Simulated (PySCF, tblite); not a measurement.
# C₂H₆OS: protonation, NMR shifts, part 2 of 2

tblite 0.8.0 and PySCF 2.14.0. Atoms count from 0. Earlier steps stand in the parts before.

## 9. Relaxing the molecule at PBE0-D3(BJ)/def2-SVP

This step treats C₂H₇OS+, `C[S+](C)O`.

Job settings and geometry (Å):

```
{"job": {"xc": "PBE0", "basis": "def2-SVP", "d3": "d3bj", "grid": 1, "kind": "geom"}, "charge": 1, "multiplicity": 1}
C     -1.342993     0.126844    -0.143869
S     -0.023973    -0.865500     0.575082
C      1.378806    -0.173909    -0.315227
O      0.151950    -0.086338     1.965441
H     -1.433029    -0.119704    -1.197926
H     -1.124876     1.183570    -0.018242
H     -2.277874    -0.115497     0.355093
H      1.399879     0.905286    -0.194214
H      2.294808    -0.605412     0.080481
H      1.290887    -0.436934    -1.365434
H      0.133198    -0.626231     2.766415
```

The log of the run:

```text
step   0  E = -552.98808721  max force = 0.013991
step   1  E = -552.99103297  max force = 0.003754
step   2  E = -552.99112160  max force = 0.001061
step   3  E = -552.99112860  max force = 0.000274
optimisation converged
```

It took 8.4 s on 1 thread of Arm Neoverse V2, shared host.

Relaxation path:

| step | energy from step 0 (eV) | largest force component (eV/Å) |
| --- | --- | --- |
| 0 | 0.0000 | 0.7194 |
| 1 | -0.0802 | 0.1930 |
| 2 | -0.0826 | 0.0546 |
| 3 | -0.0828 | 0.0141 |

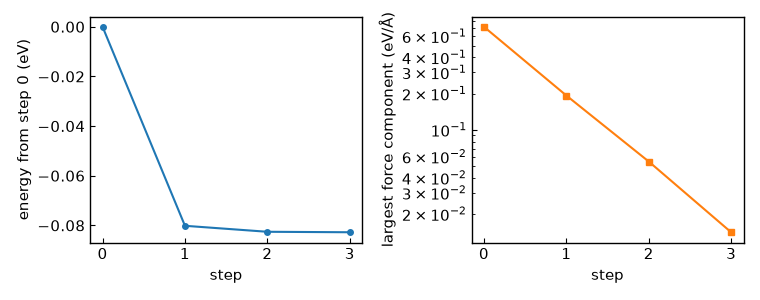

Energy and largest force along the relaxation.

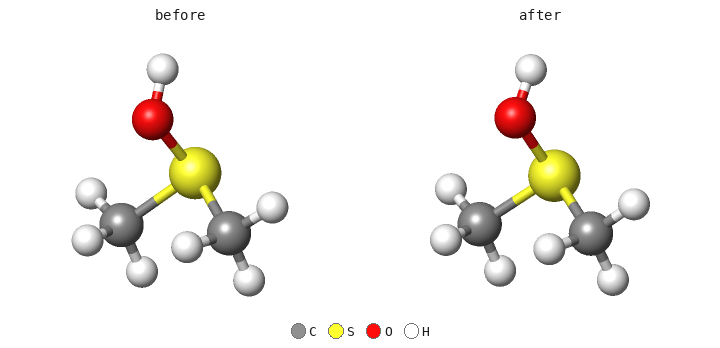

Before and after, at one scale.

Close pairs (by a distance rule), those that changed most:

| bond | before (Å) | after (Å) | change (Å) |
| --- | --- | --- | --- |
| C0–S1 | 1.800 | 1.780 | -0.020 |
| S1–C2 | 1.800 | 1.780 | -0.020 |
| S1–O3 | 1.603 | 1.619 | +0.015 |
| C0–H4 | 1.086 | 1.101 | +0.014 |
| C2–H9 | 1.086 | 1.101 | +0.014 |
| C2–H7 | 1.086 | 1.099 | +0.013 |
| C0–H5 | 1.086 | 1.099 | +0.013 |
| C0–H6 | 1.087 | 1.099 | +0.012 |

The end geometry stands in the next job.

| at the end point | value |
| --- | --- |
| point group (found at 0.08 Å tolerance) | Cs |
| rotational constants (GHz, main isotopes) | 6.741, 6.377, 4.054 |

## 10. Harmonic vibrations (C2H7OS+): PBE0-D3(BJ)/def2-SVP

Job settings and geometry (Å):

```
{"job": {"xc": "PBE0", "basis": "def2-SVP", "d3": "d3bj", "grid": 2, "kind": "hessian"}, "charge": 1, "multiplicity": 1}
C     -1.358374     0.129809    -0.160196
S     -0.011348    -0.804684     0.532963
C      1.410702    -0.124217    -0.292925
O      0.127387    -0.100785     1.983810
H     -1.456259    -0.167526    -1.215466
H     -1.152856     1.204785    -0.060507
H     -2.264804    -0.157588     0.390799
H      1.418022     0.968341    -0.173525
H      2.298423    -0.583348     0.163827
H      1.345764    -0.415370    -1.352372
H      0.087245    -0.773798     2.686537
```

The log of the run:

```text
coarse grid: 9224 points
cycle   1  E = -552.8470556964  dE =  7.065e-01  |g| = 6.216e-01  |ddm| = 3.163e+00
cycle   2  E = -552.7315473030  dE =  1.155e-01  |g| = 9.795e-01  |ddm| = 1.372e+00
cycle   3  E = -552.9259364119  dE = -1.944e-01  |g| = 1.064e-01  |ddm| = 8.874e-01
cycle   4  E = -552.9281999883  dE = -2.264e-03  |g| = 3.873e-02  |ddm| = 1.362e-01
cycle   5  E = -552.9285683022  dE = -3.683e-04  |g| = 5.820e-03  |ddm| = 4.288e-02
cycle   6  E = -552.9285764993  dE = -8.197e-06  |g| = 1.562e-03  |ddm| = 6.835e-03
final grid: 82976 points
cycle   7  E = -552.9911524805  dE = -1.317e-05  |g| = 9.259e-03  |ddm| = 2.315e-02
cycle   8  E = -552.9911367960  dE =  1.568e-05  |g| = 1.243e-02  |ddm| = 1.836e-02
cycle   9  E = -552.9911731921  dE = -3.640e-05  |g| = 1.504e-03  |ddm| = 1.091e-02
cycle  10  E = -552.9911736531  dE = -4.610e-07  |g| = 1.281e-04  |ddm| = 1.245e-03
cycle  11  E = -552.9911736569  dE = -3.832e-09  |g| = 3.454e-05  |ddm| = 1.699e-04
cycle  12  E = -552.9911736573  dE = -3.336e-10  |g| = 5.534e-06  |ddm| = 4.800e-05
cycle  13  E = -552.9911736573  dE = -5.684e-12  |g| = 1.687e-06  |ddm| = 8.699e-06
converged SCF energy = -552.9911736573

mode    cm-1
  1     173.6
  2     217.2
  3     227.1
  4     279.0
  5     337.9
  6     360.6
  7     695.4
  8     745.1
  9     867.5
 10     917.7
 11     959.3
 12     986.7
 13    1049.1
 14    1188.5
 15    1318.0
 16    1341.7
 17    1402.2
 18    1413.9
 19    1419.1
 20    1434.3
 21    3067.9
 22    3069.5
 23    3199.6
 24    3202.2
 25    3215.0
 26    3215.5
 27    3772.2
ZPE 239.705  H(298)-E 258.359  G(298)-E 164.121 kJ/mol  S 316.08 J/(mol K)
```

It took 84 s on 1 thread of Arm Neoverse V2, shared host; peak memory 1.4 GiB.

Zero-point energy 239.71 kJ/mol (xTB gave 229.37).

## 11. Single point (C2H7OS+): wB97X-D3(BJ)/def2-TZVP

Geometry: PBE0-D3(BJ)/def2-SVP.

Settings changed since step 10:

```diff
@@ -1,2 +1,2 @@
-{"job": {"xc": "PBE0", "basis": "def2-SVP", "d3": "d3bj", "grid": 2, "kind": "hessian"}, "charge": 1, "multiplicity": 1}
+{"job": {"kind": "sp", "xc": "wB97X", "basis": "def2-TZVP", "d3": "d3bj", "grid": 2}, "charge": 1, "multiplicity": 1}
 C     -1.358374     0.129809    -0.160196
```

The log of the run:

```text
coarse grid: 9224 points
cycle   1  E = -553.6263382070  dE =  8.249e-01  |g| = 6.192e-01  |ddm| = 2.294e+00
cycle   2  E = -553.6415228832  dE = -1.518e-02  |g| = 6.334e-01  |ddm| = 7.175e-01
cycle   3  E = -553.7105919401  dE = -6.907e-02  |g| = 8.655e-02  |ddm| = 3.449e-01
cycle   4  E = -553.7119130750  dE = -1.321e-03  |g| = 2.422e-02  |ddm| = 6.812e-02
cycle   5  E = -553.7120498518  dE = -1.368e-04  |g| = 4.303e-03  |ddm| = 2.313e-02
cycle   6  E = -553.7120559160  dE = -6.064e-06  |g| = 1.052e-03  |ddm| = 5.963e-03
final grid: 82976 points
cycle   7  E = -553.7111206635  dE = -3.547e-05  |g| = 4.414e-03  |ddm| = 2.023e-02
cycle   8  E = -553.7111214272  dE = -7.637e-07  |g| = 4.116e-03  |ddm| = 4.013e-03
cycle   9  E = -553.7111244082  dE = -2.981e-06  |g| = 5.583e-04  |ddm| = 2.150e-03
cycle  10  E = -553.7111244596  dE = -5.139e-08  |g| = 2.116e-04  |ddm| = 4.313e-04
cycle  11  E = -553.7111244700  dE = -1.035e-08  |g| = 2.776e-05  |ddm| = 1.522e-04
cycle  12  E = -553.7111244704  dE = -3.924e-10  |g| = 7.467e-06  |ddm| = 4.666e-05
converged SCF energy = -553.7111244704
```

It took 5 s on 1 thread of Arm Neoverse V2, shared host; peak memory 0.64 GiB.

## 12. Protonation: wB97X-D3(BJ)/def2-TZVP

This step combines the energies above: geometries from PBE0-D3(BJ)/def2-SVP, zero-point and thermal terms from PBE0-D3(BJ)/def2-SVP.

Job settings and geometry (Å):

```
{"job": {"kind": "pa", "geom": {"xc": "PBE0", "basis": "def2-SVP", "d3": "d3bj", "grid": 1}, "hess": 1, "level": {"xc": "wB97X", "basis": "def2-TZVP", "d3": "d3bj"}}, "charge": 0, "multiplicity": 1}
C     -1.351625     0.151610    -0.187246
S     -0.060254    -0.755429     0.711146
C      1.340668    -0.154241    -0.275714
O      0.059179    -0.092297     2.052181
H     -1.425826    -0.199833    -1.226675
H     -1.119936     1.225587    -0.137769
H     -2.291023    -0.047292     0.345795
H      1.359990     0.943609    -0.215089
H      2.244434    -0.565195     0.194061
H      1.264417    -0.501402    -1.316407
```

Output (the driver's rows laid out field by field):

```text
protonation site by site, wB97X-D3(BJ)/def2-TZVP // PBE0-D3(BJ)/def2-SVP

row 1
  formula                 C2H7OS
  charge                  1
  multiplicity            1
  smiles                  C[S+](C)O
  kept                    yes
  pieces                  1
  point_group             Cs
  atom                    3
  element                 O
  electronic              926.96
  enthalpy                900.31
  free_energy             870.52
  share_gas               1.0
```

Run time: 3 min. Hardware: 1 thread of Arm Neoverse V2, shared host; peak memory 0.64 GiB.

Energy given off on adding a proton (kJ/mol, gas phase, 298 K for the thermal columns):

```csv
site,product,electronic,enthalpy,free energy
O3,C[S+](C)O,927.0,900.3,870.5
```

## 13. NMR shifts: GIAO PBE0/pcSseg-1

Settings changed since step 12:

```diff
@@ -1,2 +1,2 @@
-{"job": {"kind": "pa", "geom": {"xc": "PBE0", "basis": "def2-SVP", "d3": "d3bj", "grid": 1}, "hess": 1, "level": {"xc": "wB97X", "basis": "def2-TZVP", "d3": "d3bj"}}, "charge": 0, "multiplicity": 1}
+{"job": {"kind": "nmr", "xc": "PBE0", "basis": "pcSseg-1", "pop": false}, "charge": 0, "multiplicity": 1}
 C     -1.351625     0.151610    -0.187246
```

Level: GIAO PBE0/pcSseg-1 NMR shielding, non-relativistic, gas phase.

The log of the run:

```text
coarse grid: 8608 points
cycle   1  E = -552.6443462029  dE =  5.163e-01  |g| = 8.752e-01  |ddm| = 2.818e+00
cycle   2  E = -551.8143145126  dE =  8.300e-01  |g| = 2.146e+00  |ddm| = 4.262e+00
cycle   3  E = -552.7866356621  dE = -9.723e-01  |g| = 2.019e-01  |ddm| = 3.703e+00
cycle   4  E = -552.7942584171  dE = -7.623e-03  |g| = 1.092e-01  |ddm| = 2.752e-01
cycle   5  E = -552.7971366936  dE = -2.878e-03  |g| = 1.249e-02  |ddm| = 1.007e-01
cycle   6  E = -552.7971750717  dE = -3.838e-05  |g| = 3.098e-03  |ddm| = 1.674e-02
cycle   7  E = -552.7971773775  dE = -2.306e-06  |g| = 6.674e-04  |ddm| = 5.698e-03
final grid: 77608 points
cycle   8  E = -552.8340263033  dE = -7.906e-06  |g| = 1.001e-02  |ddm| = 1.934e-02
cycle   9  E = -552.8339840704  dE =  4.223e-05  |g| = 1.732e-02  |ddm| = 2.500e-02
cycle  10  E = -552.8340470303  dE = -6.296e-05  |g| = 2.550e-03  |ddm| = 1.824e-02
cycle  11  E = -552.8340482808  dE = -1.250e-06  |g| = 1.903e-04  |ddm| = 2.056e-03
cycle  12  E = -552.8340482911  dE = -1.027e-08  |g| = 4.148e-05  |ddm| = 3.159e-04
cycle  13  E = -552.8340482915  dE = -4.379e-10  |g| = 8.713e-06  |ddm| = 5.927e-05
converged SCF energy = -552.8340482915

GIAO shielding tensors (ppm)
atom      isotropic    diamagn.    paramagn.     s11        s22        s33       span
  0 C      139.936     254.708    -114.772    112.389    125.263    182.156     69.767
  1 S      214.210    1052.294    -838.084     35.155    119.226    488.249    453.094
  2 C      139.911     254.715    -114.804    112.349    125.246    182.138     69.789
  3 O      264.959     396.746    -131.786     76.883    277.520    440.475    363.592
  4 H       29.448      30.504      -1.057     26.024     27.018     35.300      9.276
  5 H       29.012      30.897      -1.886     26.585     27.872     32.578      5.994
  6 H       28.757      29.339      -0.582     25.768     26.540     33.963      8.195
  7 H       29.016      30.898      -1.882     26.593     27.878     32.579      5.986
  8 H       28.751      29.330      -0.579     25.759     26.534     33.959      8.199
  9 H       29.445      30.508      -1.062     26.019     27.023     35.294      9.276
```

It took 3.7 s on 1 thread of Arm Neoverse V2, shared host; peak memory 0.51 GiB.

Shifts follow as δ = σ(reference) − σ, with reference shieldings (ppm) from runs at the same level and on the same kind of geometry: 1H TMS 31.27, 13C TMS 184.4, 17O H2O 334.6, 33S CS2 496. The references are single molecules in the gas phase, so shifts against H2O, NH3, PH3, H3PO4 or CFCl3 are not on the usual liquid scales and can be off by tens of ppm. Atoms listed in one row are averaged.

```
                 atoms                              environment  σ (ppm)  δ (ppm)  δ scaled to CDCl3
                C0, C2                methyl carbon bonded to S    139.9     44.5               39.1
H4, H5, H6, H7, H8, H9  hydrogen on a methyl carbon bonded to S    29.07     2.20               2.30
                    S1                         sulfoxide sulfur      214      281                  –
                    O3                               S=O oxygen    265.0     69.6                  –
```

The scaled column applies a straight-line fit of computed shieldings to shifts measured in CDCl3, with any fitted terms for Cl, Br or S neighbours (root-mean-square error 0.21 ppm for H, 2.0 ppm for C).

## 14. NMR shifts (C2H7OS+): GIAO PBE0/pcSseg-1

Job settings and geometry (Å):

```
{"job": {"kind": "nmr", "xc": "PBE0", "basis": "pcSseg-1", "pop": false}, "charge": 1, "multiplicity": 1}
C     -1.358374     0.129809    -0.160196
S     -0.011348    -0.804684     0.532963
C      1.410702    -0.124217    -0.292925
O      0.127387    -0.100785     1.983810
H     -1.456259    -0.167526    -1.215466
H     -1.152856     1.204785    -0.060507
H     -2.264804    -0.157588     0.390799
H      1.418022     0.968341    -0.173525
H      2.298423    -0.583348     0.163827
H      1.345764    -0.415370    -1.352372
H      0.087245    -0.773798     2.686537
```

Level: GIAO PBE0/pcSseg-1 NMR shielding, non-relativistic, gas phase.

The log of the run:

```text
coarse grid: 9224 points
cycle   1  E = -553.0728861842  dE =  7.292e-01  |g| = 6.327e-01  |ddm| = 2.820e+00
cycle   2  E = -552.9629852025  dE =  1.099e-01  |g| = 9.915e-01  |ddm| = 1.131e+00
cycle   3  E = -553.1491769198  dE = -1.862e-01  |g| = 1.122e-01  |ddm| = 7.611e-01
cycle   4  E = -553.1515312205  dE = -2.354e-03  |g| = 4.097e-02  |ddm| = 1.185e-01
cycle   5  E = -553.1519047342  dE = -3.735e-04  |g| = 5.638e-03  |ddm| = 3.647e-02
cycle   6  E = -553.1519117660  dE = -7.032e-06  |g| = 1.578e-03  |ddm| = 5.252e-03
final grid: 82976 points
cycle   7  E = -553.1877783626  dE = -1.316e-05  |g| = 9.940e-03  |ddm| = 1.963e-02
cycle   8  E = -553.1877587714  dE =  1.959e-05  |g| = 1.385e-02  |ddm| = 1.605e-02
cycle   9  E = -553.1878001958  dE = -4.142e-05  |g| = 1.721e-03  |ddm| = 9.936e-03
cycle  10  E = -553.1878007573  dE = -5.615e-07  |g| = 1.314e-04  |ddm| = 1.135e-03
cycle  11  E = -553.1878007614  dE = -4.045e-09  |g| = 4.825e-05  |ddm| = 1.800e-04
cycle  12  E = -553.1878007619  dE = -5.646e-10  |g| = 9.108e-06  |ddm| = 5.545e-05
converged SCF energy = -553.1878007619

GIAO shielding tensors (ppm)
atom      isotropic    diamagn.    paramagn.     s11        s22        s33       span
  0 C      146.222     254.292    -108.070    117.012    141.068    180.587     63.575
  1 S      170.478    1054.225    -883.747     -2.562     32.407    481.589    484.151
  2 C      146.284     254.229    -107.945    117.191    141.098    180.564     63.373
  3 O      277.681     390.995    -113.314    251.665    288.792    292.586     40.921
  4 H       28.416      28.695      -0.278     24.298     25.325     35.626     11.327
  5 H       27.685      29.269      -1.584     24.074     25.925     33.057      8.983
  6 H       27.499      27.462       0.037     23.405     24.828     34.263     10.857
  7 H       27.682      29.194      -1.512     24.074     25.920     33.052      8.979
  8 H       27.490      27.313       0.178     23.387     24.810     34.274     10.887
  9 H       28.423      28.639      -0.217     24.294     25.349     35.626     11.332
 10 H       27.134      29.185      -2.050     18.492     22.094     40.817     22.325
```

It took 4.2 s on 1 thread of Arm Neoverse V2, shared host; peak memory 0.54 GiB.

Shifts follow as δ = σ(reference) − σ, with reference shieldings (ppm) from runs at the same level and on the same kind of geometry: 1H TMS 31.27, 13C TMS 184.4, 17O H2O 334.6, 33S CS2 496. The references are single molecules in the gas phase, so shifts against H2O, NH3, PH3, H3PO4 or CFCl3 are not on the usual liquid scales and can be off by tens of ppm. Atoms listed in one row are averaged.

```csv
atoms,environment,σ (ppm),δ (ppm)
"C0, C2",methyl carbon bonded to S,146.3,38.2
H10,hydrogen on an oxygen bonded to S,27.13,4.13
"H4, H5, H6, H7, H8, H9",hydrogen on a methyl carbon bonded to S,27.87,3.40
S1,"sulfur bonded to 2 C, O",170,325
O3,"oxygen bonded to S, H",277.7,56.9
```

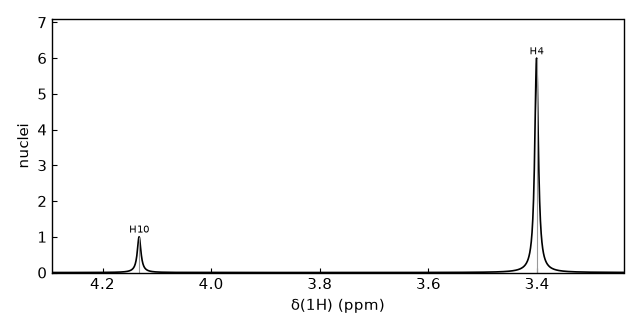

1H lines at the computed shifts, without couplings. Lines are broadened to a width of 0.01 ppm (Lorentzian).

## 15. Spectra of the species

Job settings and geometry (Å):

```
{"job": {"kind": "pa", "geom": {"xc": "PBE0", "basis": "def2-SVP", "d3": "d3bj", "grid": 1}, "hess": 1, "level": {"xc": "wB97X", "basis": "def2-TZVP", "d3": "d3bj"}, "spectra": true}, "charge": 0, "multiplicity": 1}
C     -1.351625     0.151610    -0.187246
S     -0.060254    -0.755429     0.711146
C      1.340668    -0.154241    -0.275714
O      0.059179    -0.092297     2.052181
H     -1.425826    -0.199833    -1.226675
H     -1.119936     1.225587    -0.137769
H     -2.291023    -0.047292     0.345795
H      1.359990     0.943609    -0.215089
H      2.244434    -0.565195     0.194061
H      1.264417    -0.501402    -1.316407
```

The log of the run:

```text
nmr CS(C)=O +0: GIAO PBE0/pcSseg-1 NMR shielding, non-relativistic, gas phase
nmr C[S+](C)O +1: GIAO PBE0/pcSseg-1 NMR shielding, non-relativistic, gas phase
```

It took 8 s on 1 thread of Arm Neoverse V2, shared host; peak memory 0.54 GiB.

This step only lists the spectra that were run on the species above.

## 16. What came out

The summary covers parts 1 to 2.

| quantity | value |
| --- | --- |
| strongest single infrared mode (GFN2-xTB) | 1145 cm⁻¹, 324 km/mol |
| zero-point energy (GFN2-xTB) | 48.6 kcal/mol |
| point group | Cs |
| rotational constants (main isotopes) | 6.95, 6.79, 4.17 GHz |
| proton affinity (−ΔH), O3 (wB97X-D3(BJ)/def2-TZVP) | 900.3 kJ/mol |
| 13C shifts against TMS (PBE0/pcSseg-1, means over atoms taken as alike) | 44.5 ppm |
| 1H shifts against TMS (PBE0/pcSseg-1, means over atoms taken as alike) | 2.20 ppm |
| 33S shifts against CS2 (PBE0/pcSseg-1) | 281 ppm |
| 17O shifts against H2O (PBE0/pcSseg-1) | 69.6 ppm |

All 24 modes are real, so the xTB geometry is a minimum. The strongest single mode, at 1145 cm⁻¹, moves mainly O3 and S1. Unscaled tight-binding wavenumbers are off by several per cent, some by more. Its intensities can rank the bands wrongly. Relaxing lowered the energy by 0.094 eV in 6 steps; the close pair that moved most is S1–O3, from 1.461 to 1.501 Å (PBE0/def2-SVP). The proton affinity (−ΔH) at O3 is 900.3 kJ/mol at wB97X-D3(BJ)/def2-TZVP; zero-point and thermal terms move it by -26.7 kJ/mol from the electronic value. At PBE0/pcSseg-1: Shielding is most anisotropic at S1 (span 453 ppm, paramagnetic term -838 ppm).
